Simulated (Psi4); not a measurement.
# [BPH4]− (SMILES [BH2-]P): levels of theory compared

We compute a comparison of 3 runs (UHF/3-21G, UCAM-B3LYP/6-311G**, UB3LYP-D3(BJ)/cc-pVTZ-F12) of [BPH4]−. 

The results are computed with Psi4 1.11.

6 further runs of the same task are left out: 1 that didn't finish, 5 set aside as unsound or not needed.

## Step 1: The system as given

The species is [BPH4]− (6 atoms), meant as a doublet with charge -1. SMILES: `[BH2-]P`. Geometry: relaxed at GFN2-xTB.

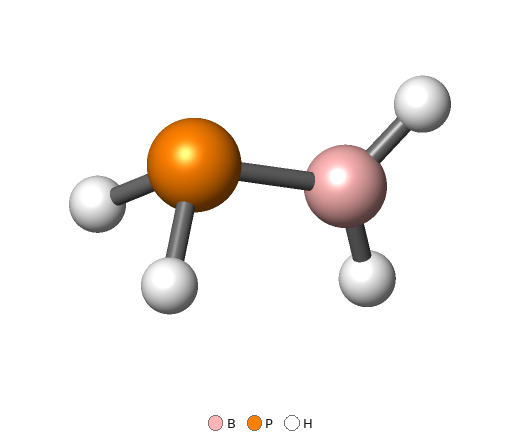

The structure, seen from a chosen angle (boron pink, phosphorus orange, hydrogen white).

## Step 2: Energy and gradient at UHF/3-21G (run 1)

Input file bh4p.py:

```python
import psi4

psi4.set_memory(1600000000)
psi4.set_num_threads(1)
psi4.set_output_file('run.log', False)

geom = psi4.geometry("""
-1 2
B      0.058330    -0.904490    -0.063420
P      0.594500     0.859390    -0.069700
H     -1.074820    -1.226640     0.137320
H      0.887520    -1.733390    -0.266300
H     -0.421990     1.553630    -0.816460
H     -0.043540     1.451500     1.078550
units angstrom
symmetry c1
no_reorient
no_com
""")

psi4.set_options({
    'basis': '3-21G',
    'reference': 'uhf',
    'puream': True,
    'e_convergence': 1e-09,
    'd_convergence': 1e-08,
    'scf_type': 'pk',
    'maxiter': 200,
})

e_tot = psi4.gradient('scf', molecule=geom)
print('gradient / Eh bohr^-1')
print(e_tot.np.round(6))
```

On the command line:

```sh
python bh4p.py
```

run.log:

```text
[...]
  Running in c1 symmetry.
[...]
  Nuclear repulsion =   46.180807373407774
[...]
  Multiplicity = 2
[...]
  Nalpha       = 13
  Nbeta        = 12
[...]
    Number of basis functions: 30
[...]
   @UHF iter   1:  -365.70926712944885   -5.52678e-01   9.24026e-03 ADIIS/DIIS
[...]
   @UHF iter  13:  -365.78301402781449   -1.81899e-12   8.14627e-09 DIIS
[...]
   @S^2 Observed:                7.668061414E-01
[...]
    Orbital Energies [Eh]
    ---------------------
    Alpha Occupied:
       1A    -79.142946     2A     -7.278156     3A     -7.216294
       4A     -5.100644     5A     -5.100266     6A     -5.098334
       7A     -0.648403     8A     -0.445612     9A     -0.295683
      10A     -0.272870    11A     -0.224299    12A     -0.128290
      13A     -0.024654
    Alpha Virtual:
      14A      0.395571    15A      0.441420    16A      0.475599
      17A      0.553396    18A      0.597937    19A      0.800964
      20A      0.840916    21A      0.845011    22A      0.884720
      23A      0.911546    24A      0.944402    25A      1.049234
[...]
  @UHF Final Energy:  -365.78301402781449
   => Energetics <=
    Nuclear Repulsion Energy =             46.1808073734077738
    One-Electron Energy =                -602.1057451828094145
    Two-Electron Energy =                 190.1419237815871099
    Total Energy =                       -365.7830140278144881
  UHF NO Occupations:
  HONO-2 :   11  A 1.9980733
  HONO-1 :   12  A 1.9960798
[...]
 Multipole Moments:
 ------------------------------------------------------------------------------------
     Multipole            Electronic (a.u.)      Nuclear  (a.u.)        Total (a.u.)
 ------------------------------------------------------------------------------------
 L = 1.  Multiply by 2.5417464519 to convert [e a0] to [Debye]
 Dipole X            :        -16.7809693           16.1691014           -0.6118679
 Dipole Y            :        -15.4871800           15.8992108            0.4120307
 Dipole Z            :          2.4693525           -2.3233994            0.1459531
 Magnitude           :                                                    0.7519667
[...]
  -Total Gradient:
     Atom            X                  Y                   Z
    ------   -----------------  -----------------  -----------------
       1        0.010472179368     0.038114118668     0.000052397612
       2       -0.005999786765    -0.044695947269    -0.001366588900
       3        0.005211230941     0.002277248532    -0.000892901297
       4       -0.004669728535     0.006504474496     0.001212832655
       5        0.000009929684    -0.001915445415     0.012939119655
       6       -0.005023824694    -0.000284449016    -0.011944859725
[...]
```

Standard output:

```text
gradient / Eh bohr^-1
[[ 1.0472e-02  3.8114e-02  5.2000e-05]
 [-6.0000e-03 -4.4696e-02 -1.3670e-03]
 [ 5.2110e-03  2.2770e-03 -8.9300e-04]
 [-4.6700e-03  6.5040e-03  1.2130e-03]
 [ 1.0000e-05 -1.9150e-03  1.2939e-02]
 [-5.0240e-03 -2.8400e-04 -1.1945e-02]]
```

It took 1.3 s on 1 thread of Intel Xeon 6975P-C (Granite Rapids), shared host; peak memory 0.18 GiB.

## Step 3: A single-point energy at UCAM-B3LYP/6-311G(d,p) (run 2)

Input file input.in:

```
memory 1.6 GB

molecule {
  -1 2
  B
  P 1 1.843581
  H 1 1.195034 2 122.2939
  H 1 1.18987 3 120.10823 2 179.85719
  H 2 1.439747 1 104.93863 4 136.39751
  H 2 1.440891 5 84.40769 1 -104.24065
  symmetry c1
}

set globals {
  basis                6-311G**
  reference            uks
  puream               true
  e_convergence        1e-09
  d_convergence        1e-08
  scf_type             pk
  dft_radial_points    99
  dft_spherical_points 590
  maxiter              200
}

e_tot, wfn = energy('cam-b3lyp', return_wfn=True)
oeprop(wfn, 'DIPOLE', 'QUADRUPOLE', 'WIBERG_LOWDIN_INDICES', title='CAM-B3LYP')
```

On the command line:

```sh
psi4 -i input.in -o input.out -n 1
```

input.out:

```text
[...]
  Running in c1 symmetry.
[...]
  Nuclear repulsion =   46.180807136878514
[...]
  Multiplicity = 2
[...]
  Nalpha       = 13
  Nbeta        = 12
[...]
    Number of basis functions: 68
[...]
   @UKS iter   1:  -368.36471283453335   -3.59334e-01   8.86696e-03 DIIS/ADIIS
[...]
   @UKS iter  12:  -368.57099159438849   -5.68434e-12   7.27201e-09 DIIS
[...]
   @S^2 Observed:                7.539941955E-01
[...]
    Orbital Energies [Eh]
    ---------------------
    Alpha Occupied:
       1A    -76.889006     2A     -6.554090     3A     -6.390210
       4A     -4.553016     5A     -4.551496     6A     -4.547172
       7A     -0.510836     8A     -0.338592     9A     -0.230471
      10A     -0.212115    11A     -0.170831    12A     -0.090343
      13A      0.007240
    Alpha Virtual:
      14A      0.259852    15A      0.270115    16A      0.272674
      17A      0.320011    18A      0.344590    19A      0.372940
      20A      0.411115    21A      0.449795    22A      0.494035
      23A      0.531316    24A      0.532161    25A      0.596076
[...]
  @UKS Final Energy:  -368.57099159438849
   => Energetics <=
    Nuclear Repulsion Energy =             46.1808071368785136
    One-Electron Energy =                -604.5604160678735752
    Two-Electron Energy =                 211.5147985053449986
    DFT Exchange-Correlation Energy =     -21.7061811687383894
    Empirical Dispersion Energy =           0.0000000000000000
    VV10 Nonlocal Energy =                  0.0000000000000000
    Total Energy =                       -368.5709915943885449
[...]
 Multipole Moments:
 ------------------------------------------------------------------------------------
     Multipole            Electronic (a.u.)      Nuclear  (a.u.)        Total (a.u.)
 ------------------------------------------------------------------------------------
 L = 1.  Multiply by 2.5417464519 to convert [e a0] to [Debye]
 Dipole X            :          0.0112055           -0.0125702           -0.0013647
 Dipole Y            :         -1.5513215            1.7515755            0.2002540
 Dipole Z            :          2.0937503           -1.1151425            0.9786077
 Magnitude           :                                                    0.9988877
 L = 2.  Multiply by 1.3450342976 to convert [e a0^2] to [Debye ang]
 Quadrupole XX       :        -27.6592009            6.6862451          -20.9729558
 Quadrupole XY       :          0.0022943            0.0122008            0.0144951
[...]
```

Wall time 12 s (1 thread of Intel Xeon 6975P-C (Granite Rapids), shared host); peak memory 0.84 GiB.

## Step 4: Energy and forces at UB3LYP-D3(BJ)/cc-pVTZ-F12 (density fitting) (run 3)

Input file job.inp:

```
memory 1.6 GB

molecule {
  -1 2
  B
  P 1 r2
  H 1 r3 2 a3
  H 1 r4 3 a4 2 d4
  H 2 r5 1 a5 4 d5
  H 2 r6 5 a6 1 d6

  r2 = 1.843581
  r3 = 1.195034
  a3 = 122.2939
  r4 = 1.18987
  a4 = 120.10823
  d4 = 179.85719
  r5 = 1.439747
  a5 = 104.93863
  d5 = 136.39751
  r6 = 1.440891
  a6 = 84.40769
  d6 = -104.24065
  no_reorient
  no_com
}

set globals {
  basis     cc-pVTZ-F12
  reference uks
}

gradient("b3lyp-d3(bj)")
```

On the command line:

```sh
psi4 -i job.inp -o job.out -n 1
```

job.out:

```text
[...]
  Running in c1 symmetry.
[...]
  Nuclear repulsion =   46.180807136878514
[...]
  Multiplicity = 2
[...]
  Nalpha       = 13
  Nbeta        = 12
[...]
    Number of basis functions: 187
[...]
   @DF-UKS iter   1:  -368.30047793851446   -1.82566e-01   4.01650e-03 ADIIS/DIIS
[...]
   @DF-UKS iter  13:  -368.64796410079384   -1.56888e-11   5.05762e-09 DIIS
[...]
   @S^2 Observed:                7.531599555E-01
[...]
    Orbital Energies [Eh]
    ---------------------
    Alpha Occupied:
       1A    -76.832255     2A     -6.504622     3A     -6.327902
       4A     -4.489932     5A     -4.488428     6A     -4.484837
       7A     -0.439505     8A     -0.277709     9A     -0.175831
      10A     -0.161861    11A     -0.124221    12A     -0.045909
      13A      0.043774
    Alpha Virtual:
      14A      0.111005    15A      0.120725    16A      0.123458
      17A      0.125405    18A      0.158619    19A      0.163750
      20A      0.164357    21A      0.209240    22A      0.209561
      23A      0.261453    24A      0.268438    25A      0.294226
[...]
  @DF-UKS Final Energy:  -368.64796410079384
   => Energetics <=
    Nuclear Repulsion Energy =             46.1808071368785136
    One-Electron Energy =                -604.3479183905533318
    Two-Electron Energy =                 212.9153285746299957
    DFT Exchange-Correlation Energy =     -23.3905099232539335
    Empirical Dispersion Energy =          -0.0056714984950246
    VV10 Nonlocal Energy =                  0.0000000000000000
    Total Energy =                       -368.6479641007938426
[...]
 Multipole Moments:
 ------------------------------------------------------------------------------------
     Multipole            Electronic (a.u.)      Nuclear  (a.u.)        Total (a.u.)
 ------------------------------------------------------------------------------------
 L = 1.  Multiply by 2.5417464519 to convert [e a0] to [Debye]
 Dipole X            :          0.0099204           -0.0125702           -0.0026498
 Dipole Y            :         -1.5182193            1.7515755            0.2333562
 Dipole Z            :          2.2491312           -1.1151425            1.1339887
 Magnitude           :                                                    1.1577532
[...]
  -Total Gradient:
     Atom            X                  Y                   Z
    ------   -----------------  -----------------  -----------------
       1        0.000070321038    -0.002350862681     0.021208807495
       2        0.000052549526    -0.005304860514    -0.028697255475
       3       -0.000019564022    -0.002650778737     0.004020272268
       4        0.000023791751     0.004812489437     0.002955162735
       5       -0.005571472563     0.002651838043     0.000182242932
       6        0.005444945606     0.002850652362     0.000330138376
[...]
```

Run time: 20 s. Hardware: 1 thread of Intel Xeon 6975P-C (Granite Rapids), shared host; peak memory 1 GiB.

## Step 5: All runs side by side

| run | level | task | integration grid | energy (Eh) | HOMO energy (eV) | LUMO energy (eV) | ⟨S²⟩ | wall time |
| --- | --- | --- | --- | --- | --- | --- | --- | --- |
| 1 | UHF/3-21G | gradient | – | -365.783014 | -0.67 | 9.15 | 0.767 | 1.3 s |
| 2 | UCAM-B3LYP/6-311G** | energy | 99 radial × 590 angular | -368.570992 | 0.20 | 5.55 | 0.754 | 12 s |
| 3 | UB3LYP-D3(BJ)/cc-pVTZ-F12 (density fitting) | gradient | 75 radial × 302 angular | -368.647964 | 1.19 | 2.99 | 0.753 | 20 s |

## Step 6: Summary of results

```
                                 quantity          value
                      run 3: total energy  -368.64796 Eh
run 3: HOMO energy (highest over α and β)        1.19 eV
 run 3: LUMO energy (lowest over α and β)        2.99 eV
                 run 3: dispersion energy  -14.89 kJ/mol
                              run 3: ⟨S²⟩          0.753
          run 3: largest force on an atom     1.501 eV/Å
```

In words: Totals of different functionals can't be ranked against each other. In runs 2, 3 the HOMO lies above zero, so the outermost electron may be held by the basis alone. All runs together took 34 s, the longest 20 s.
